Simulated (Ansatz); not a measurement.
# C₂H₅BBr radical: how energies converge with the basis set

Aim: see how fast density functionals converge with the basis set for C₂H₅BBr radical.

Method: one geometry, several basis sets; program: Ansatz 0.2.0, Gaussian basis.

Levels to be run: PBE0-D4/def2-SVP; ωB97M-V/def2-SVP; PBE0-D4/def2-QZVPP; ωB97M-V/def2-QZVPP; the functionals' def2-TZVPP values are taken from earlier runs.

### 1 Structure used throughout

All runs share one geometry, relaxed beforehand with PBE0-D4 in a triple-zeta def2 set.

SMILES `CC[B]Br`, 9 atoms, charge 0, spin multiplicity 2.

Atoms are counted from 1 here; the program's logs count them from 0.

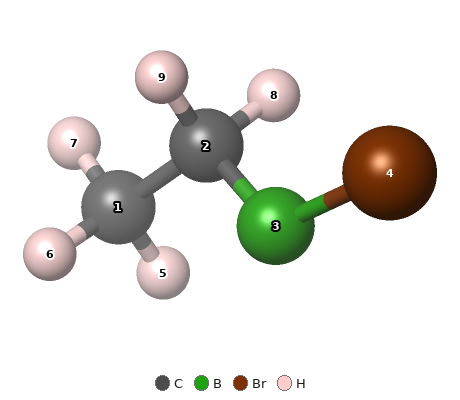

The geometry (carbon dark grey, boron green, bromine brown, hydrogen pink); atoms are numbered from 1 in the order of the file.

### 2 PBE0-D4 in def2-SVP

The input, in.yaml:

```yaml
crystal:
  periodic: [false, false, false]
  atoms:
    - {symbol: C, position_ang: [-0.333839, 1.062340, 0.382313]}
    - {symbol: C, position_ang: [0.360558, -0.190243, -0.140330]}
    - {symbol: B, position_ang: [-0.508974, -1.460824, -0.282791]}
    - {symbol: Br, position_ang: [0.093429, -3.142471, -0.902318]}
    - {symbol: H, position_ang: [-1.157740, 1.356719, -0.270680]}
    - {symbol: H, position_ang: [-0.750922, 0.894645, 1.377196]}
    - {symbol: H, position_ang: [0.360256, 1.903290, 0.446781]}
    - {symbol: H, position_ang: [0.812355, -0.006618, -1.126841]}
    - {symbol: H, position_ang: [1.213276, -0.463037, 0.499571]}
basis:
  gaussian: {orbitals: def2-SVP}
magnetization: {spin_polarized: true, initial_magnetization: 1}
hamiltonian: {xc: pbe0, dispersion: d4}
output: {orbitals: {seedname: orbitals}}
```

The run is started by

```
ansatz run in.yaml --threads 4 --pin off --events-out ev --progress --plain --max-ram 10444MiB
```

The runs that follow: ωB97M-V in def2-SVP; PBE0-D4 in def2-QZVPP; ωB97M-V in def2-QZVPP.

**Question.** What will the summary of the whole plan be? Wanted: PBE0-D4: double and triple zeta above quadruple; ωB97M-V: double and triple zeta above quadruple.

**Answer**, as computed:

```
                                       quantity           value
PBE0-D4: double and triple zeta above quadruple  13.09, 1.59 eV
ωB97M-V: double and triple zeta above quadruple  13.19, 1.54 eV
```

What this shows: PBE0-D4 gains 11.50 eV from double to triple zeta, then 1.59 eV more. Total energies overstate the basis error of differences, where much of it tends to cancel.
